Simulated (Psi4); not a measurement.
## Run report: InHCl, geometry relaxation (part 4 of 4)

The same run, continued: InHCl, multiplicity 2, SMILES [Cl][InH]; B97-3c/def2-mTZVP, UKS, core potentials def2 (Psi4 1.11). The atoms were displaced at random from an optimised geometry.

Geometry of the input (Å):
```
Cl -1.5976  0.3639  -0.9453
In 0.4176  0.6054  0.2837
H  1.1492  -0.9718  0.6114
```

## Log, continued
```
      20A     -0.176509    21A     -0.096823    22A     -0.033297
      23A      0.018907    24A      0.069629    25A      0.078350
      26A      0.096972    27A      0.107563    28A      0.113357
      29A      0.129505    30A      0.151862    31A      0.180291
      32A      0.231401    33A      0.327793    34A      0.373919
      35A      0.389470    36A      0.401470    37A      0.443399
      38A      0.471856    39A      0.477239    40A      0.665325
      41A      0.671650    42A      0.690550    43A      0.696470
      44A      0.698122    45A      0.878996    46A      0.902575
      47A      0.918116    48A      0.925713    49A      0.987954
      50A      1.152130    51A      2.225801    52A      2.227704
      53A      2.251180    54A      2.342699    55A      2.507113
      56A     24.387408    57A     37.451434    58A     38.767808
      59A     38.790002    60A     38.831997    61A    125.008825

    Final Occupation by Irrep:
              A
    DOCC [    19 ]
    SOCC [     1 ]
    NA   [    20 ]
    NB   [    19 ]

  @DF-UKS Final Energy:  -651.24966230747020

   => Energetics <=

    Nuclear Repulsion Energy =             87.1429393681557940
    One-Electron Energy =               -1145.5036845610652563
    Two-Electron Energy =                 452.7591539185810916
    DFT Exchange-Correlation Energy =     -45.6400093954609645
    Empirical Dispersion Energy =          -0.0080616376808167
    VV10 Nonlocal Energy =                  0.0000000000000000
    Total Energy =                       -651.2496623074702029

  UHF NO Occupations:
  HONO-2 :   18  A 1.9996923
  HONO-1 :   19  A 1.9987672
  HONO-0 :   20  A 1.0000000
  LUNO+0 :   21  A 0.0012328
  LUNO+1 :   22  A 0.0003077
  LUNO+2 :   23  A 0.0000658
  LUNO+3 :   24  A 0.0000639

Computation Completed

Properties will be evaluated at   0.000000,   0.000000,   0.000000 [a0]

Properties computed using the SCF density matrix

 Multipole Moments:

 ------------------------------------------------------------------------------------
     Multipole            Electronic (a.u.)      Nuclear  (a.u.)        Total (a.u.)
 ------------------------------------------------------------------------------------

 L = 1.  Multiply by 2.5417464519 to convert [e a0] to [Debye]
 Dipole X            :         36.0661376          -34.9106325            1.1555051
 Dipole Y            :          5.4441755           -5.2064564            0.2377191
 Dipole Z            :          0.0000000           -0.0000000            0.0000000
 Magnitude           :                                                    1.1797044

 ------------------------------------------------------------------------------------

	total time  =          2 seconds =       0.03 minutes

         ------------------------------------------------------------
                                   SCF GRAD
         ------------------------------------------------------------

  ==> Geometry <==

    Molecular point group: c1
    Full point group: Cs

    Geometry (in Angstrom), charge = 0, multiplicity = 2:

       Center              X                  Y                   Z               Mass
    ------------   -----------------  -----------------  -----------------  -----------------
         CL          -1.849913342697    -0.142550794703    -0.000000000000    34.968852682000
         IN           0.550602205476     0.056744546771     0.000000000000   114.903878776000
         H            1.411969377503    -1.523410050991     0.000000000000     1.007825032230

  Nuclear repulsion =   87.142939368155794

   => Molecular Quadrature <=

    Radial Scheme          =       TREUTLER
    Pruning Scheme         =           NONE
    Nuclear Scheme         =       TREUTLER

    Blocking Scheme        =         OCTREE
    BS radius alpha        =              1
    Pruning alpha          =              1
    Radial Points          =             75
    Spherical Points       =            302
    Total Points           =          65578
    Total Blocks           =            570
    Max Points             =            255
    Max Functions          =             61
    Weights Tolerance      =       1.00E-15

  -Total Gradient:
     Atom            X                  Y                   Z
    ------   -----------------  -----------------  -----------------
       1        0.000080616101     0.000056573188     0.000000000000
       2        0.000135287943    -0.000024409422     0.000000000000
       3        0.000037976533    -0.000062288142    -0.000000000000

	total time  =          1 seconds =       0.02 minutes

    			-----------------------------------------

    			 OPTKING 3.0: for geometry optimizations

    			        with contributions from

    			-----------------------------------------

	                            ===> Fragment 1 <==

	 Z (Atomic Numbers)          Masses                          Geom
	      17.000000            34.968853         -3.49582957 -0.26938196 -0.00000000
	      49.000000            114.903879         1.04048737  0.10723165  0.00000000
	       1.000000             1.007825          2.66823542 -2.87882777  0.00000000

	 - Coordinate -           - BOHR/RAD -       - ANG/DEG -
	 R(1,2)           =         4.551924           2.408774
	 R(2,3)           =         3.400899           1.799678
	 B(1,2,3)         =         1.987050         113.849577

	        --- Internal Coordinate Step in ANG or DEG, aJ/ANG or AJ/DEG ---
	-------------------------------------------------------------------------------
	           Coordinate      Previous         Force          Change          New
	           ----------      --------        ------          ------        ------
	               R(1,2)       2.40877       -0.00016       -0.00010       2.40867
	               R(2,3)       1.79968        0.00004        0.00002       1.79970
	             B(1,2,3)     113.84958        0.00000        0.02174     113.87132
	-------------------------------------------------------------------------------

	                                 ==> Convergence Check <==

	Measures of convergence in internal coordinates in au.

	Criteria marked as inactive (o), active & met (*), and active & unmet ( ).

	----------------------------------------------------------------------------------------------
	   Step    Total Energy     Delta E     Max Force     RMS Force      Max Disp      RMS Disp
	----------------------------------------------------------------------------------------------
	  Convergence Criteria     1.00e-06 *    3.00e-04 *             o    1.20e-03 *             o
	----------------------------------------------------------------------------------------------
	     5    -651.24966231   -1.19e-06      2.30e-05 *    1.78e-05 o    3.80e-04 *    2.47e-04 o  ~
	----------------------------------------------------------------------------------------------

Next Geometry in Ang
	Fragment 1 (Ang)

	   Cl  -1.8499967386  -0.1423933342  -0.0000000000
	   In   0.5504449447   0.0565704476   0.0000000000
	    H   1.4122100342  -1.5233934123   0.0000000000

    Final optimized geometry and variables:
    Molecular point group: c1
    Full point group: Cs

    Geometry (in Angstrom), charge = 0, multiplicity = 2:

    CL          -1.849913342697    -0.142550794703    -0.000000000000
    IN           0.550602205476     0.056744546771     0.000000000000
    H            1.411969377503    -1.523410050991     0.000000000000

    Psi4 run time: 0:00:21.24

[set-up sections that repeat, and orbital energies of the middle runs, are left out above]
```

## Standard output
```
Optimizer: Optimization complete!
```

## Trajectory as extended XYZ (Å, eV, eV/Å), 5 frames, from step=0 to step=4
```
3
Properties=species:S:1:pos:R:3:forces:R:3 step=0 energy=-17721.39394
Cl   -1.5976    0.3639   -0.9453   -0.3166  -0.0003  -0.1904
In    0.4176    0.6054    0.2837    0.1748   0.1827   0.1181
H     1.1492   -0.9718    0.6114    0.1338  -0.1793   0.0677
3
Properties=species:S:1:pos:R:3:forces:R:3 step=1 energy=-17721.40511
Cl   -1.6192    0.3757   -0.9575   -0.0546   0.0127  -0.0319
In    0.4238    0.6019    0.2872    0.0123  -0.0022   0.0072
H     1.1846   -0.9876    0.6315    0.0315  -0.0086   0.0183
3
Properties=species:S:1:pos:R:3:forces:R:3 step=2 energy=-17721.40591
Cl   -1.6247    0.3857   -0.9600   -0.0009   0.0079   0.0000
In    0.4254    0.5989    0.2879   -0.0174  -0.0195  -0.0119
H     1.2005   -0.9869    0.6411    0.0071   0.0132   0.0052
3
Properties=species:S:1:pos:R:3:forces:R:3 step=3 energy=-17721.40607
Cl   -1.6255    0.3922   -0.9601    0.0014   0.0018   0.0010
In    0.4255    0.5969    0.2878   -0.0138  -0.0087  -0.0089
H     1.2083   -0.9840    0.6460    0.0012   0.0084   0.0013
3
Properties=species:S:1:pos:R:3:forces:R:3 step=4 energy=-17721.40610
Cl   -1.6255    0.3966   -0.9597   -0.0035  -0.0029  -0.0023
In    0.4255    0.5955    0.2877   -0.0060   0.0013  -0.0035
H     1.2133   -0.9817    0.6492   -0.0018   0.0032  -0.0008
```

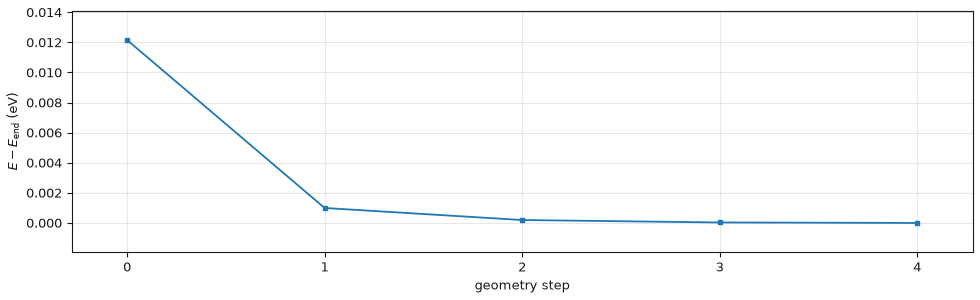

Fig. 1: Progress of the relaxation, step by step (steps are counted from 0).

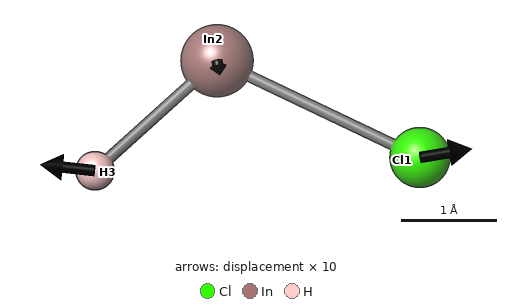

Fig. 2: The starting structure with the displacements as black arrows, magnified 10 times (ball-and-stick view, seen at a tilt). The two geometries are laid on each other by the best rigid fit. The atom that moves furthest after the best rigid fit is H3 (0.059 Å). Largest moves by element: H 0.059 Å, Cl 0.056 Å, In 0.016 Å. Among the contacts that change: Cl1–In2 2.373 → 2.409 Å, In2–H3 1.769 → 1.800 Å. Among the angles that change: Cl1–In2–H3 110.9° → 113.8°. The energy falls by 0.012 eV in 4 geometry steps. Largest force component: 0.32 eV/Å at the start, 0.006 eV/Å at the end. (Atoms are counted from 1 in the order of the input.)
